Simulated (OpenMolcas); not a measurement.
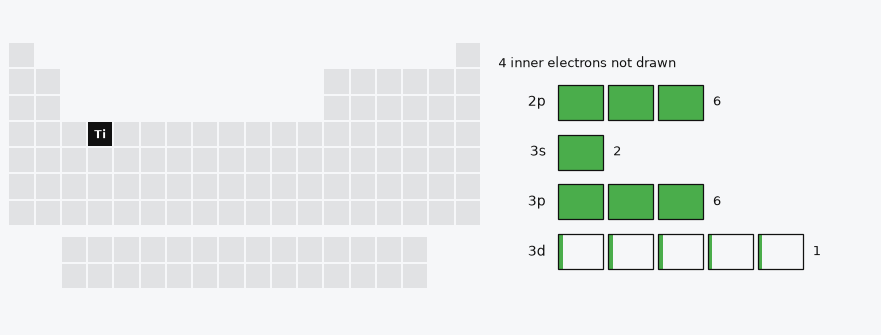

*Left, the place of titanium in the periodic table; right, the outer shells of the leading configuration of the lowest level: a box for each of the 2l + 1 orbitals, shaded by the share of the shell that is filled, with the electron count at the right.*

## Multiconfigurational calculation, with input and output: Ti³⁺ complex

- system: Ti³⁺ with 6 ligands (F; octahedron, 1.996 Å), embedded in KZnF3 by model potentials and point charges, whose field is part of the energies.
- method: state-averaged CASSCF, active space 1 electron in the shell 3d, basis ANO-RCC-VTZP on the metal and ANO-RCC-VDZP on the ligands, DKH2 scalar Hamiltonian, spin-orbit coupling by RASSI with atomic mean-field integrals (OpenMolcas)

## The program's output (extracts)
```
--- SEWARD ---
Basis set label: TI.ANO-RCC...6S5P3D2F1G.

      Electronic valence basis set:
      ------------------
      Associated Effective Charge  22.000000 au
      Associated Actual Charge     22.000000 au
      Nuclear Model: Point charge

      Shell  nPrim  nBasis  Cartesian Spherical Contaminant
         s      21       6        X
         p      15       5        X
         d      10       3                 X
         f       6       2                 X
         g       4       1                 X
                  Relativistic Douglas-Kroll-Hess integrals:
                    - DKH order of Hamiltonian: 2
                    - DKH order of Properties : 0
                  Atomic mean-field integrals
--- RASSCF ---
Wave function specifications:
      -----------------------------

      Number of closed shell electrons          78
      Number of electrons in active shells       1
      Max number of holes in RAS1 space          0
      Max nr of electrons in RAS3 space          0
      Number of inactive orbitals               39
      Number of active orbitals                  5
      Number of secondary orbitals             123
      Spin quantum number                      0.5
      State symmetry                             1
Orbital specifications:
      -----------------------

      Symmetry species                           1   2
                                                ag  au
      Frozen orbitals                            0   0
      Inactive orbitals                         18  21
      Active orbitals                            5   0
      RAS1 orbitals                              0   0
      RAS2 orbitals                              5   0
      RAS3 orbitals                              0   0
      Secondary orbitals                        61  62
      Deleted orbitals                           0   0
      Number of basis functions                 84  83
      Number of CSFs                             5
      Number of root(s) required                 5
      Iter CI   SX   CI       RASSCF       Energy    max ROT     max BLB   max BLB  Level Ln srch  Step   QN
          iter iter root      energy       change     param      element    value   shift minimum  type update
 Nr of preliminary CI iterations:   1
      Total energies have been shifted. Add                -1000.00 au
        1   1   12    0  -451.20389595    0.00E+00  -1.15E-01*  21  72 2  4.23E-01*  0.67   0.00    SX    NO
        2   1   12    0  -452.02902185   -8.25E-01* -5.90E-02   18  21 1  1.29E-01*  0.63   0.00    SX    NO
        3   1   11    0  -452.10673856   -7.77E-02* -2.14E-02   18  21 1  5.82E-02*  0.70   0.00    SX    NO
        4   1   11    0  -452.11954118   -1.28E-02* -1.15E-02   18  21 1  3.18E-02*  0.71   0.00    SX    NO
        5   1   10    0  -452.12277813   -3.24E-03* -1.17E-02   18  21 1  1.69E-02*  0.72   2.08    LS   YES
        6   1   10    0  -452.12398004   -1.20E-03*  3.74E-03   19  39 2  2.24E-03*  0.72   1.06    QN   YES
        7   1    9    0  -452.12407536   -9.53E-05* -1.77E-03    6  34 2 -1.12E-03*  0.72   1.35    QN   YES
        8   1    8    0  -452.12409087   -1.55E-05*  1.57E-04   13  20 1  2.93E-04*  0.72   1.11    QN   YES
        9   1    7    0  -452.12409186   -9.93E-07*  9.49E-05   13  20 1  1.64E-04*  0.72   1.60    LS   YES
       10   1    7    0  -452.12409203   -1.64E-07* -1.13E-04    6  34 2  1.37E-04*  0.72   1.00    QN   YES
       11   1    7    0  -452.12409218   -1.53E-07* -6.28E-05    8  22 1  5.04E-05   0.72   1.56    LS   YES
       12   1    6    0  -452.12409220   -2.27E-08*  1.60E-05    6  44 2  4.07E-05   0.72   1.00    QN   YES
       13   1    5    0  -452.12409222   -1.15E-08*  1.17E-05   18  33 1  1.33E-05   0.72   1.64    QN   YES
       14   1    5    0  -452.12409222   -2.87E-09   1.53E-06    9  22 2  4.74E-06   0.72   1.05    QN   YES
      Convergence after 14 iterations
       15   1    5    0  -452.12409222    1.27E-10   1.53E-06    9  22 2  2.33E-06   0.72   1.05    QN   YES
      Natural orbitals and occupation numbers for root  1
      sym 1:   0.000000   1.000000  -0.000000   0.000000   0.000000
      Natural orbitals and occupation numbers for root  2
      sym 1:   0.000000   1.000000   0.000000   0.000000   0.000000
      Natural orbitals and occupation numbers for root  3
      sym 1:   1.000000   0.000000   0.000000   0.000000  -0.000000
::    RASSCF root number  1 Total energy:  -1452.15293180
::    RASSCF root number  2 Total energy:  -1452.15293180
::    RASSCF root number  3 Total energy:  -1452.15293180
::    RASSCF root number  4 Total energy:  -1452.08083285
::    RASSCF root number  5 Total energy:  -1452.08083285
--- RASSI ---
SPIN-FREE ENERGIES:
  (Shifted by EMIN (a.u.) =      -1452.1529317953)

 SF State       Relative EMIN(au)   Rel lowest level(eV)    D:o, cm**(-1)

     1             0.0000000000        0.0000000000              0.0000
     2             0.0000000000        0.0000000000              0.0000
     3             0.0000000000        0.0000000000              0.0000
     4             0.0720989418        1.9619121545          15823.8887
     5             0.0720989418        1.9619121545          15823.8887
     Dipole printing threshold changed to   1.00000000E+00
Eigenvalues of complex Hamiltonian:
   -----------------------------------
  (Shifted by EMIN (a.u.) =      -1452.1529317953)

 SO State       Relative EMIN(au)   Rel lowest level(eV)    D:o, cm**(-1)

     1            -0.0003346578        0.0000000000              0.0000
     2            -0.0003346578        0.0000000000              0.0000
     3            -0.0003346578        0.0000000000              0.0000
     4            -0.0003346578        0.0000000000              0.0000
     5             0.0006534930        0.0268889538            216.8740
     6             0.0006534930        0.0268889538            216.8740
     7             0.0721068531        1.9712339341          15899.0739
     8             0.0721068531        1.9712339341          15899.0739
     9             0.0721068531        1.9712339341          15899.0739
    10             0.0721068531        1.9712339341          15899.0739
Weights of the five most important spin-orbit-free states for each spin-orbit state.

 SO State  Total energy (au)           Spin-free states, spin, and weights
 -------------------------------------------------------------------------------------------------------
    1        -0.000335       3 0.5  0.6666    2 0.5  0.1667    1 0.5  0.1666    5 0.5  0.0001    4 0.5  0.0000
    2        -0.000335       3 0.5  0.6666    2 0.5  0.1667    1 0.5  0.1666    5 0.5  0.0001    4 0.5  0.0000
    3        -0.000335       1 0.5  0.5000    2 0.5  0.4999    4 0.5  0.0001    5 0.5  0.0000    3 0.5  0.0000
    4        -0.000335       1 0.5  0.5000    2 0.5  0.4999    4 0.5  0.0001    5 0.5  0.0000    3 0.5  0.0000
    5         0.000653       3 0.5  0.3333    2 0.5  0.3333    1 0.5  0.3333    4 0.5  0.0000    5 0.5  0.0000
    6         0.000653       3 0.5  0.3333    2 0.5  0.3333    1 0.5  0.3333    4 0.5  0.0000    5 0.5  0.0000
    7         0.072107       5 0.5  0.9999    3 0.5  0.0001    2 0.5  0.0000    1 0.5  0.0000    4 0.5  0.0000
    8         0.072107       5 0.5  0.9999    3 0.5  0.0001    2 0.5  0.0000    1 0.5  0.0000    4 0.5  0.0000
    9         0.072107       4 0.5  0.9999    1 0.5  0.0001    2 0.5  0.0000    3 0.5  0.0000    5 0.5  0.0000
   10         0.072107       4 0.5  0.9999    1 0.5  0.0001    2 0.5  0.0000    3 0.5  0.0000    5 0.5  0.0000
 -------------------------------------------------------------------------------------------------------
```

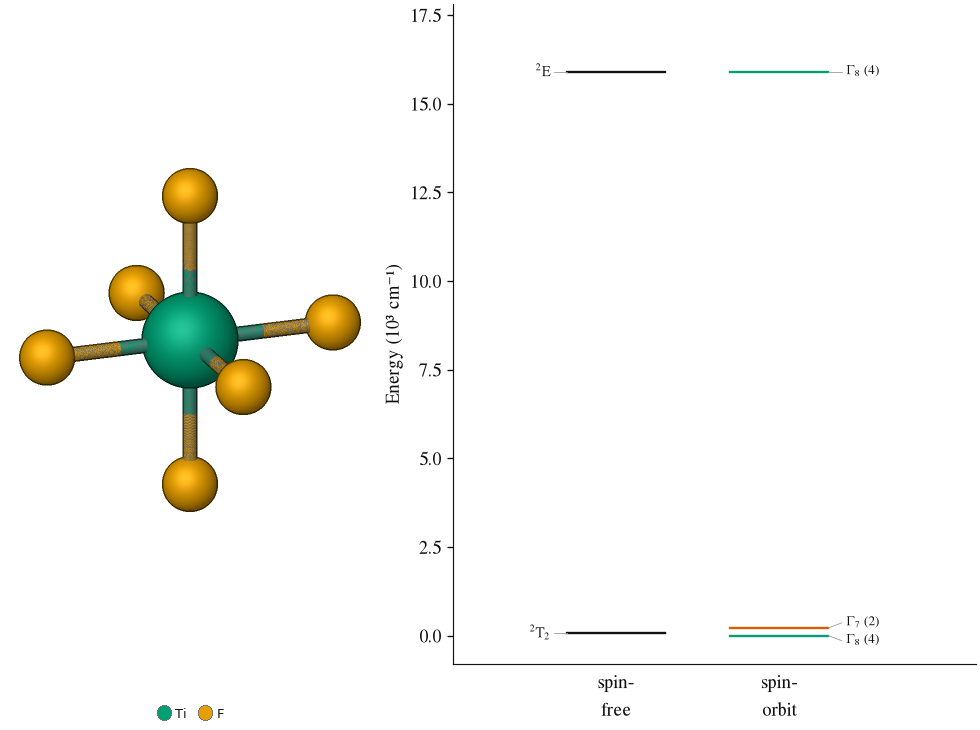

*Ti³⁺ (3d) as a dopant in KZnF₃, a cluster with its 6 nearest F⁻ at 1.996 Å (octahedron) embedded in model potentials and point charges; the geometry was set, not optimised, and its levels. Labels give the representation in O, Td, D4 or D3 as the site allows (double group for half-integer spin) where it could be assigned and, in brackets, the degeneracy; spin-free states, where drawn, share the zero of the spin-orbit levels.*

The ground level is Γ₈, 4-fold degenerate, 100 % from states of spin multiplicity 2. The next level lies at 217 cm⁻¹ (Γ₇). The lowest spin-free state is ²T₂; of the same spin there follows at 15,800 cm⁻¹ (²E) above it. A ligand-field fit to the spin-free states gives |10Dq| = 15,800 cm⁻¹. The active orbitals hold 89 to 95 % metal character (Löwdin), and the Mulliken charge of the metal is +2.37.

## Input file
```
&GATEWAY
Basis set
Ti.ANO-RCC-VTZP.
Ti1 0.0 0.0 0.0 Angstrom
End of basis
Basis set
F.ANO-RCC-VDZP.
L1 1.996000 0.000000 0.000000 Angstrom
L2 0.000000 1.996000 0.000000 Angstrom
L3 0.000000 0.000000 1.996000 Angstrom
End of basis
Basis set
Zn.EMB-AIMP.Lopez-Moraza.11s8p.1s1p.ECP.KZnF3.
PseudoCharge
* 3 symmetry-unique lattice sites within 7.6 angstrom
End of basis
Basis set
K.EMB-AIMP.Lopez-Moraza.0s.0s.ECP.KZnF3.
PseudoCharge
* 16 symmetry-unique lattice sites within 7.6 angstrom
End of basis
Basis set
Zn.EMB-AIMP.Lopez-Moraza.0s.0s.ECP.KZnF3.
PseudoCharge
* 10 symmetry-unique lattice sites within 7.6 angstrom
End of basis
Basis set
F.EMB-AIMP.Lopez-Moraza.0s.0s.ECP.KZnF3.
PseudoCharge
* 39 symmetry-unique lattice sites within 7.6 angstrom
End of basis
Symmetry
XYZ
AngMom=0.0 0.0 0.0
AMFI
RICD
XField
1521 Angstrom 0
* Evjen-weighted lattice charges
&SEWARD
&RASSCF
FileOrb=start.orb
Symmetry=1
Spin=2
nActEl=1 0 0
Inactive=18 21
Ras2=5 0
CIRoot=5 5 1
SDav=5
CIMx=300
Iter=150 100
PrWF=0.3
OrbListing=Nothing
MaxOrb=0
LevShft=1.0
>>> COPY $Project.JobIph JOB001
&RASSI
NrOfJobIphs=1 5
1 2 3 4 5
IphNames
JOB001
EJob
SpinOrbit
DIPRint=1.0
SOCoupling=1000.0
Subsets=2
Property=9
'ANGMOM' 1 'ANGMOM' 2 'ANGMOM' 3 'MLTPL  1' 1 'MLTPL  1' 2 'MLTPL  1' 3
'AMFI' 1 'AMFI' 2 'AMFI' 3
SOProperty=3
'ANGMOM' 1 'ANGMOM' 2 'ANGMOM' 3
```

The file start.orb holds starting orbitals from an earlier step. A driver script formed the levels outside the program, from RASSI's spin-orbit matrix and the active-space energies, averaged over the components of each term or state.

Launched with:
```bash
OMP_NUM_THREADS=1 MOLCAS_MEM=2457 MOLCAS_PROJECT=a pymolcas a.inp > a.log  # once for each step of the input, in one work folder
```

## Summary

- outcome: converged
- energy of the lowest spin-free term: −1452.15293 hartree
- energy of the lowest spin-orbit level: −1452.15327 hartree
- largest spread among components of a term: 0.0 cm⁻¹
- hardware: 1 thread of Arm Neoverse V1, 24 GiB of memory available, shared host
- wall time: 13 s
- peak memory: 0.2 GiB

## Notes

Limits: the geometry is set by hand, with no relaxation.
